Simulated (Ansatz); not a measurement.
## Tc of Li (Im-3m) from its phonons

Aim: the phonon-mediated transition temperature of Li (Im-3m) at ambient pressure, over a range of μ*. The cell shown first is a relaxed one, from steps not shown here.

Method: DFT PBE, scalar-relativistic, plane waves, PseudoDojo norm-conserving pseudopotentials, in the first sound run; inputs show where later runs differ, in Ansatz 0.2.0.

In doubt: the program doubts the meshes or the phonons of the coupling sums, which bears on λ, Tc and transport values.

## (1) The cell after earlier relaxation steps

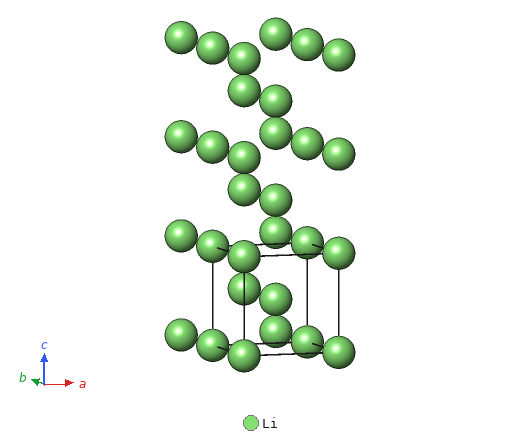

The cell as given, slightly off an axis (lithium green). 1×2×3 cells are drawn. This picture shows the conventional cell, with its axes. Some periodic images of atoms are drawn too.

Coordinates:

```cif
data_structure
_symmetry_space_group_name_H-M 'Im-3m'
_symmetry_Int_Tables_number 229
_cell_length_a 3.4385
_cell_length_b 3.4385
_cell_length_c 3.4385
_cell_angle_alpha 90.000
_cell_angle_beta 90.000
_cell_angle_gamma 90.000
_cell_volume 40.66
loop_
_atom_site_label
_atom_site_type_symbol
_atom_site_symmetry_multiplicity
_atom_site_Wyckoff_symbol
_atom_site_fract_x
_atom_site_fract_y
_atom_site_fract_z
_atom_site_occupancy
Li1 Li 2 a 0.00000 0.00000 0.00000 1
```

## (2) Coupling and resistivity: PseudoDojo files

The run that gives the couplings also evaluates McMillan's and Allen and Dynes's formulas and, where asked, the Eliashberg equations, over a range of μ*.

Input file input.yaml:

```yaml
crystal:
  lattice:
    - [-1.7192733157, 1.7192733157, 1.7192733157]
    - [1.7192733157, -1.7192733157, 1.7192733157]
    - [1.7192733157, 1.7192733157, -1.7192733157]
  atoms:
    - { symbol: Li, position: [0.0, 0.0, 0.0] }
kpoints:
  mp_grid: { grid: [12, 12, 12] }
hamiltonian:
  xc: pbe
  pseudopotentials: { kind: nc, accuracy: standard }
scf:
  occupations: { method: methfessel_paxton, width: 0.2 }
output:
  eigenvalues: true
phonons:
  method: dfpt
  qmesh: [4, 4, 4]
  temperatures: { t_max: 1000, t_step: 50 }
  qpath:
    path:
      - [[0.0, 0.0, 0.0], [0.5, -0.5, 0.5], [0.0, 0.0, 0.5], [0.0, 0.0, 0.0], [0.25, 0.25, 0.25], [0.5, -0.5, 0.5]]
      - [[0.25, 0.25, 0.25], [0.0, 0.0, 0.5]]
    npoints: 6
  electrical_resistivity:
    mesh: [16, 16, 16]
    temperatures: [20.0, 50.0, 80.0, 100.0, 150.0, 200.0, 273.0, 300.0, 400.0, 500.0, 600.0, 800.0]
  superconductivity: { mesh: [16, 16, 16], eliashberg_equations: false }
```

Command:

```
ansatz run input.yaml --threads 16 --pin off --max-ram 92160MiB --backend cuda --events-out ev --progress --plain --runs-dir out --max-vram 78GiB
```

Numbers of over 12 decimals in the logs are rounded to 6 here.

What it wrote:

```text
Engine: ansatz 0.2.0, aarch64-unknown-linux-gnu
Pseudopotentials: kind: nc
Pseudopotential: Li, nc, valence charge 3, recommended cutoff 1006.821291 eV (normal), Li.nc.azcp (PseudoDojo's, or run here from an input of PseudoDojo's; its table is named by hamiltonian.pseudopotentials.accuracy)
Functional definition: PBE
  parameter kappa = 0.804
  parameter beta = 0.066725
  exchange = pbe_x(kappa = kappa, mu = beta*pi^2/3)
  correlation = pbe_c(beta = beta)
[...]
Crystal: 1 atoms, lattice volume = 20.328 Å³
Basis set: ecut = 1006.821291 eV, 1481 PW (Γ), exchange–correlation on 64×64×64 points (8 copies of the dense FFT grid, shifted against one another)
Bands: 6, of which v1, the nominal top of the filled ones, is band 2 counted from 1 (1 counted from 0)
Symmetry: 48 space group operations
k-points: 72 of 1728
Non-local potential: Li, projectors of the file, l = 0: 2, l = 1: 2
Initial density: superposition of atomic densities (chi_scale 0.1, normalization cell)
Initial wavefunctions: pseudopotential atomic-orbital guess
[...]
Functional: x = pbe(κ = 0.804, μ = 0.219515), c = pbe(β = 0.066725)
SCF iter   1: F=—  HF=-196.034445 eV  |F-HF|=—  |Δ(HF+E_count)|=         —  Δρ=4.77e-3  dr2=4.05e-3  ethr=3.10e-3  ⟨swp⟩=4.4  Hψ=3650  notcnv=0
preconditioner: auto → none  [metal: Δε(μ)=0.054 eV  Ē_g=10.677 eV  σ=0.200 eV  W_gap=0.23  n_scr=0 (ndim 8)  ℏωp=8.2 eV  f_vac=0.000  D(μ)=0.69/eV (n_scr^D=0)]
SCF iter   2: F=—  HF=-196.033036 eV  |F-HF|=—  |Δ(HF+E_count)|=   1.41e-3  S|Δr|=    0.00e0  Δρ=1.92e-3  dr2=8.40e-4  ethr=1.35e-4  ⟨swp⟩=1.0  Hψ=1008  notcnv=0
[...]
SCF iter   6: F=-196.032823 eV  HF=-196.032823 eV  |F-HF|=1.71e-12  |Δ(HF+E_count)|=  1.97e-11  S|Δr|=    0.00e0  Δρ=2.91e-7  dr2=2.81e-12  ethr=1.00e-12  ⟨swp⟩=4.9  Hψ=2421  notcnv=0
SCF 1 converged in 6 iterations: F = -196.032823 eV  dr2 = 2.81e-12
[...]
NSCF: frozen V_eff on 72 k-points, pencils in batches of 32, up to order 24
[...]
NSCF: frozen V_eff on 72 k-points
[...]
DFPT response loops at q = (0, 0, 0) (fractional): preconditioner auto → Kerker (q_TF=auto, 1.983 Å⁻¹) (partly filled bands, converged f_vac=0.000); β = 1.00, the filter's whole step (`scf.mixing.beta` (0.50) is not read by the response loops under this deck's `scf.mixing.preconditioner`; to damp them name `kerker` or `kerker_dos`, under which they read `scf.mixing.beta`, and type it under 1.00, their step now; both keys bind the ground state too); Anderson in place of MSR1; while a model of the screening serves, it and β = 1 on shorter waves in the place of filter and β
[...]
NSCF: frozen V_eff on 72 k-points
[...]
DFPT response loops at q = (0, 0, 0.25) (fractional): mixed as the last ones told, above
[...]
DFPT response loops at q = (0, 0, -0.5) (fractional): mixed as the last ones told, above
[...]
DFPT response loops at q = (0, 0.25, 0.25) (fractional): mixed as the last ones told, above
[...]
DFPT response loops at q = (0.25, 0.25, 0.25) (fractional): mixed as the last ones told, above
[...]
DFPT response loops at q = (0.25, 0.25, -0.25) (fractional): mixed as the last ones told, above
[...]
DFPT response loops at q = (0.25, -0.5, -0.5) (fractional): mixed as the last ones told, above
[...]
DFPT response loops at q = (-0.5, -0.5, -0.5) (fractional): mixed as the last ones told, above
[...]
SCF iter   1: F=—  HF=-196.034445 eV  |F-HF|=—  |Δ(HF+E_count)|=         —  Δρ=4.77e-3  dr2=4.05e-3  ethr=3.10e-3  ⟨swp⟩=4.4  Hψ=3650  notcnv=0
SCF iter   2: F=—  HF=-196.033036 eV  |F-HF|=—  |Δ(HF+E_count)|=   1.41e-3  S|Δr|=    0.00e0  Δρ=1.92e-3  dr2=8.40e-4  ethr=1.35e-4  ⟨swp⟩=1.0  Hψ=1008  notcnv=0
SCF iter   3: F=—  HF=-196.032767 eV  |F-HF|=—  |Δ(HF+E_count)|=   2.69e-4  S|Δr|=    0.00e0  Δρ=2.21e-4  dr2=2.63e-6  ethr=2.80e-5  ⟨swp⟩=1.6  Hψ=478  notcnv=0
SCF iter   4: F=—  HF=-196.032742 eV  |F-HF|=—  |Δ(HF+E_count)|=   2.49e-5  S|Δr|=    0.00e0  Δρ=9.05e-6  dr2=1.67e-8  ethr=8.76e-8  ⟨swp⟩=1.5  Hψ=480  notcnv=0
SCF iter   5: F=—  HF=-196.032823 eV  |F-HF|=—  |Δ(HF+E_count)|=   8.14e-5  S|Δr|=    0.00e0  Δρ=8.52e-7  dr2=6.94e-11  ethr=5.56e-10  ⟨swp⟩=1.5  Hψ=475  notcnv=0
SCF iter   6: F=-196.032823 eV  HF=-196.032823 eV  |F-HF|=1.71e-12  |Δ(HF+E_count)|=  8.10e-12  S|Δr|=    0.00e0  Δρ=2.92e-7  dr2=2.79e-12  ethr=1.00e-12  ⟨swp⟩=2.5  Hψ=803  notcnv=0
SCF 2 converged in 6 iterations: F = -196.032823 eV  dr2 = 2.79e-12
[...]
SCF converged after 6 iterations
[...]
Hall coefficient in a weak field at 50 K (a third of the trace): -3.156e-10 m³/C (as a tensor it moves by 24.0 % between the two finest meshes); by each state's relaxation time: -2.975e-10 m³/C; by a constant relaxation time: -1.236e-10 m³/C
  mean free path at 80 K (of a tensor a third of its trace): 182 nm by what each carries, 79.6 by the Fermi surface alone
  Hall coefficient in a weak field at 80 K (a third of the trace): -2.239e-10 m³/C (as a tensor it moves by 12.1 % between the two finest meshes); by each state's relaxation time: -2.184e-10 m³/C; by a constant relaxation time: -1.233e-10 m³/C
  mean free path at 100 K (of a tensor a third of its trace): 91.6 nm by what each carries, 47.2 by the Fermi surface alone
  Hall coefficient in a weak field at 100 K (a third of the trace): -1.882e-10 m³/C (as a tensor it moves by 10.4 % between the two finest meshes); by each state's relaxation time: -1.875e-10 m³/C; by a constant relaxation time: -1.232e-10 m³/C
  mean free path at 150 K (of a tensor a third of its trace): 34.0 nm by what each carries, 22.0 by the Fermi surface alone
  Hall coefficient in a weak field at 150 K (a third of the trace): -1.545e-10 m³/C (as a tensor it moves by 11.8 % between the two finest meshes); by each state's relaxation time: -1.557e-10 m³/C; by a constant relaxation time: -1.231e-10 m³/C
  mean free path at 200 K (of a tensor a third of its trace): 20.2 nm by what each carries, 14.4 by the Fermi surface alone
  Hall coefficient in a weak field at 200 K (a third of the trace): -1.450e-10 m³/C (as a tensor it moves by 11.5 % between the two finest meshes); by each state's relaxation time: -1.456e-10 m³/C; by a constant relaxation time: -1.230e-10 m³/C
  mean free path at 273 K (of a tensor a third of its trace): 13.0 nm by what each carries, 9.68 by the Fermi surface alone
  Hall coefficient in a weak field at 273 K (a third of the trace): -1.407e-10 m³/C (as a tensor it moves by 11.1 % between the two finest meshes); by each state's relaxation time: -1.407e-10 m³/C; by a constant relaxation time: -1.229e-10 m³/C
  mean free path at 300 K (of a tensor a third of its trace): 11.5 nm by what each carries, 8.67 by the Fermi surface alone
  Hall coefficient in a weak field at 300 K (a third of the trace): -1.401e-10 m³/C (as a tensor it moves by 11.1 % between the two finest meshes); by each state's relaxation time: -1.400e-10 m³/C; by a constant relaxation time: -1.229e-10 m³/C
  mean free path at 400 K (of a tensor a third of its trace): 8.29 nm by what each carries, 6.30 by the Fermi surface alone
  Hall coefficient in a weak field at 400 K (a third of the trace): -1.396e-10 m³/C (as a tensor it moves by 11.0 % between the two finest meshes); by each state's relaxation time: -1.391e-10 m³/C; by a constant relaxation time: -1.228e-10 m³/C
  mean free path at 500 K (of a tensor a third of its trace): 6.54 nm by what each carries, 4.98 by the Fermi surface alone
  Hall coefficient in a weak field at 500 K (a third of the trace): -1.403e-10 m³/C (as a tensor it moves by 11.1 % between the two finest meshes); by each state's relaxation time: -1.395e-10 m³/C; by a constant relaxation time: -1.227e-10 m³/C
  mean free path at 600 K (of a tensor a third of its trace): 5.45 nm by what each carries, 4.14 by the Fermi surface alone
  Hall coefficient in a weak field at 600 K (a third of the trace): -1.417e-10 m³/C (as a tensor it moves by 11.2 % between the two finest meshes); by each state's relaxation time: -1.404e-10 m³/C; by a constant relaxation time: -1.226e-10 m³/C
  mean free path at 800 K (of a tensor a third of its trace): 4.17 nm by what each carries, 3.12 by the Fermi surface alone
  Hall coefficient in a weak field at 800 K (a third of the trace): -1.459e-10 m³/C (as a tensor it moves by 11.6 % between the two finest meshes); by each state's relaxation time: -1.431e-10 m³/C; by a constant relaxation time: -1.223e-10 m³/C
  the resistivity times a path that all electrons share, by the Fermi surface of the deck's mesh alone (a third of the trace): 9.547e-16 Ω·m²
  not converged in the mesh (λ; λ_tr; the resistivity at 20 K by 232.40 %; the resistivity at 50 K by 63.54 %; the resistivity at 80 K by 29.35 %; the resistivity at 100 K by 21.64 %; the resistivity at 150 K by 15.12 %; the resistivity at 200 K by 13.38 %; the resistivity at 273 K by 12.63 %; the resistivity at 300 K by 12.53 %; the resistivity at 400 K by 12.52 %; the resistivity at 500 K by 12.74 %; the resistivit [...]
  vibrations of 64 cells: unjudged by the run; compare a larger repeat
  the changes of the potential over all sites missed a rigid shift's by 0.00 % (the site terms' by 0.00 %)
  at the force constants' own smearing the fine mesh and the k-points of their solves give squared frequencies that differ by 47.6 % of the larger at the most, at (0, 0, 0.25)
--- Superconductivity: potentials and phonons of a 4×4×4 supercell ---
  pairing by harmonic phonons, in the closed forms alone; spin fluctuations are left out, and so is spin–orbit coupling
           mesh         λ    ħω_log (meV)  μ* declared at (meV)
       16×16×16    0.4802          12.806               20.969
          8×8×8    0.5639          11.017               19.751
          4×4×4    1.0949           8.567               16.491
  λ by the species' shares of the modes' patterns: Li 0.4802
  transition temperature on the deck's mesh (K), isotropic and anisotropic, restricted to the Fermi surface (FSR) and over the full bandwidth (FBW), and the last with the density of states resolved in a narrower window:
        μ*   McMillan   Allen–Dynes      iso. FSR      iso. FBW    aniso. FSR    aniso. FBW  narrow window
      0.08      2.073         2.127             -             -             -             -              -
      0.10      1.531         1.567             -             -             -             -              -
      0.12      1.077         1.100             -             -             -             -              -
      0.13      0.884         0.902             -             -             -             -              -
      0.14      0.713         0.727             -             -             -             -              -
      0.16      0.436         0.444             -             -             -             -              -
      0.20      0.116         0.117             -             -             -             -              -
  not judged without the Eliashberg equations: between neighbouring meshes, the two finest first, λ moves by 17.43 % and 94.16 %
  vibrations of 64 cells: unjudged by the run; compare a larger repeat
  the changes of the potential over all sites missed a rigid shift's by 0.00 % (the site terms' by 0.00 %)
  at the force constants' own smearing the fine mesh and the k-points of their solves give squared frequencies that differ by 47.6 % of the larger at the most, at (0, 0, 0.25)
```

Run time: 20 s. Hardware: 1 × NVIDIA GB200 with 16 threads of Arm Neoverse V2, shared host; peak memory 2.2 GiB; 99 s of CPU time.

Numbers from this step:

* volume per atom: 20.33 Å³/atom
* metallic on mesh: yes
* gap on the k-mesh: 0 eV
* zero point energy: 0.03915 eV/cell
* share of imaginary modes: 0.0017
* highest frequency on the path or at a solved wavevector: 329.6 cm⁻¹
* Debye temperature (second moment): 419 K
* resistivity at 300 K: 11.01 μΩ cm
* coupling constant λ: 0.4802
* density of states at the Fermi level: 0.238 states/eV a spin and cell
* log mean phonon energy ħω_log: 12.81 meV
* transport coupling constant λ_tr: 0.534, 0.534, 0.534 (xx, yy, zz)
* Drude plasma energy: 6.653, 6.653, 6.653 eV (xx, yy, zz)
* resistivity times mean free path: 9.547, 9.547, 9.547 × 10⁻¹⁶ Ω m² (xx, yy, zz)
* second-moment phonon energy ħω₂: 20.97 meV
* coupling λ by branch: 0.286, 0.0857, 0.109 (branches by rank of frequency)

Transition temperatures:

```
  μ*  McMillan Tc (K)  Allen–Dynes Tc (K)
0.08             2.07                2.13
 0.1             1.53                1.57
0.12             1.08                 1.1
0.13            0.884               0.902
0.14            0.713               0.727
0.16            0.436               0.444
 0.2            0.116               0.117
```

## (3) Coupling and resistivity: finite displacements

Finite displacements in a supercell are the other road to force constants and couplings; here with the base functional.

This step: DFT PBE, scalar-relativistic, plane waves, PAW; PAW set soft_1 (Ansatz 0.2.0).

Edit input.yaml of step 2 so:

```diff
@@ -2,5 +2,5 @@
   lattice:
-    - [-1.7192733157, 1.7192733157, 1.7192733157]
-    - [1.7192733157, -1.7192733157, 1.7192733157]
-    - [1.7192733157, 1.7192733157, -1.7192733157]
+    - [-1.7169924773, 1.7169924773, 1.7169924773]
+    - [1.7169924773, -1.7169924773, 1.7169924773]
+    - [1.7169924773, 1.7169924773, -1.7169924773]
   atoms:
@@ -11,3 +11,3 @@
   xc: pbe
-  pseudopotentials: { kind: nc, accuracy: standard }
+  pseudopotentials: { kind: paw, azcp: { folder: soft_1 } }
 scf:
@@ -17,4 +17,4 @@
 phonons:
-  method: dfpt
-  qmesh: [4, 4, 4]
+  method: fd
+  supercell: [4, 4, 4]
   temperatures: { t_max: 1000, t_step: 50 }
```

What it wrote:

```text
[...]
Crystal: 64 atoms, lattice volume = 1295.821 Å³
Basis set: ecut = 420 eV, 25267 PW (Γ), exchange–correlation on 160×160×160 points (8 copies of the dense FFT grid, shifted against one another)
Bands: 384, of which v1, the nominal top of the filled ones, is band 96 counted from 1 (95 counted from 0)
Symmetry: 3072 space group operations
k-points: 4 of 27
[...]
SCF iter   1: F=—  HF=-13099.734499 eV  |F-HF|=—  |Δ(HF+E_count)|=         —  Δρ=2.94e-8  dr2=7.67e-12  ethr=1.00e-12  ⟨swp⟩=3.0  Hψ=2989  notcnv=0
[...]
SCF iter   2: F=-13099.734499 eV  HF=-13099.734499 eV  |F-HF|=0.00e0  |Δ(HF+E_count)|=  2.00e-11  S|Δr|=    0.00e0  Δρ=1.84e-8  dr2=3.27e-12  ethr=1.00e-12  ⟨swp⟩=2.0  Hψ=1954  notcnv=0
SCF 1 converged in 2 iterations: F = -13099.734499 eV  dr2 = 3.27e-12
[...]
Symmetry: 8 space group operations
k-points: 6 of 27 (time reversal used)
[...]
iter 1 solved again at ethr=6.10e-9 eV; its pass at ethr=3.10e-3 eV (dr2=1.17e-5 eV) is discarded
[...]
SCF iter   2: F=—  HF=-13099.734496 eV  |F-HF|=—  |Δ(HF+E_count)|=   1.38e-4  S|Δr|=    0.00e0  Δρ=5.56e-6  dr2=3.39e-6  ethr=6.05e-9  ⟨swp⟩=1.0  Hψ=728  notcnv=0  defer=6
[...]
SCF iter   7: F=-13099.734495 eV  HF=-13099.734495 eV  |F-HF|=1.27e-11  |Δ(HF+E_count)|=    0.00e0  S|Δr|=    0.00e0  Δρ=1.94e-9  dr2=1.71e-13  ethr=1.00e-12  ⟨swp⟩=3.0  Hψ=3538  notcnv=0
SCF 2 converged in 7 iterations: F = -13099.734495 eV  dr2 = 1.71e-13
[...]
Crystal: 1 atoms, lattice volume = 20.247 Å³
Basis set: ecut = 420 eV, 381 PW (Γ), exchange–correlation on 40×40×40 points (8 copies of the dense FFT grid, shifted against one another)
Bands: 6, of which v1, the nominal top of the filled ones, is band 2 counted from 1 (1 counted from 0)
[...]
SCF iter   1: F=—  HF=-204.693462 eV  |F-HF|=—  |Δ(HF+E_count)|=         —  Δρ=3.30e-3  dr2=2.89e-3  ethr=3.10e-3  ⟨swp⟩=4.6  Hψ=3279  notcnv=0
[...]
SCF iter   2: F=—  HF=-204.684601 eV  |F-HF|=—  |Δ(HF+E_count)|=   8.86e-3  S|Δr|=    0.00e0  Δρ=1.66e-3  dr2=7.47e-4  ethr=9.62e-5  ⟨swp⟩=2.4  Hψ=1141  notcnv=0
[...]
SCF iter   5: F=—  HF=-204.683352 eV  |F-HF|=—  |Δ(HF+E_count)|=   6.95e-9  S|Δr|=    0.00e0  Δρ=2.25e-6  dr2=3.99e-10  ethr=2.38e-10  ⟨swp⟩=2.3  Hψ=539  notcnv=0
[...]
SCF 3 converged in 6 iterations: F = -204.683352 eV  dr2 = 6.52e-14
[...]
SCF converged after 2 iterations
[...]
vibrations of 64 cells: unjudged by the run; compare a larger repeat
[...]
--- Superconductivity: potentials and phonons of a 4×4×4 supercell ---
[...]
mesh         λ    ħω_log (meV)  μ* declared at (meV)
       16×16×16    0.4792          13.096               21.032
          8×8×8    0.5656          11.159               19.760
          4×4×4    1.1282           8.387               16.297
  λ by the species' shares of the modes' patterns: Li 0.4792
[...]
0.08      2.104         2.159             -             -             -             -              -
      0.10      1.552         1.589             -             -             -             -              -
      0.12      1.091         1.114             -             -             -             -              -
      0.13      0.894         0.913             -             -             -             -              -
      0.14      0.721         0.735             -             -             -             -              -
      0.16      0.440         0.448             -             -             -             -              -
      0.20      0.116         0.117             -             -             -             -              -
[...]
vibrations of 64 cells: unjudged by the run; compare a larger repeat
[...]
```

Wall time 14 s (1 × NVIDIA GB200 with 16 threads); peak memory 2.1 GiB.

Numbers from this step:

```yaml
volume_per_atom: 20.25 Å³/atom
zero_point_energy: 0.03929 eV/cell
highest_frequency_on_the_path_or_at_a_solved_wavevector: 330.6 cm⁻¹
debye_temperature_second_moment: 420 K
resistivity_at_300_k: 11.03 μΩ cm
coupling_constant_lambda: 0.4792
density_of_states_at_the_fermi_level: 0.2377 states/eV a spin and cell
log_mean_phonon_energy_omega_log: 13.1 meV
transport_coupling_constant_lambda_tr: 0.5381, 0.5381, 0.5381 (xx, yy, zz)
drude_plasma_energy: 6.664, 6.664, 6.664 eV (xx, yy, zz)
resistivity_times_mean_free_path: 9.52, 9.52, 9.52 × 10⁻¹⁶ Ω m² (xx, yy, zz)
second_moment_phonon_energy_omega: 21.03 meV
coupling_lambda_by_branch: 0.285, 0.0863, 0.108 (branches by rank of frequency)
```

Transition temperatures:

```
  μ*  McMillan Tc (K)  Allen–Dynes Tc (K)
0.08              2.1                2.16
 0.1             1.55                1.59
0.12             1.09                1.11
0.13            0.894               0.913
0.14            0.721               0.735
0.16             0.44               0.448
 0.2            0.116               0.117
```

[end of part 1 of 2]

[Logs are printed without paths, hosts, clocks, repeated set-up lines and the standing remarks that a program may print on its own settings, such as how far it seeks lower states.]

[Hosts, paths, dates, database ids (printed as entryN), source tags and the programs' standing remarks are cut or masked in the printed files.]
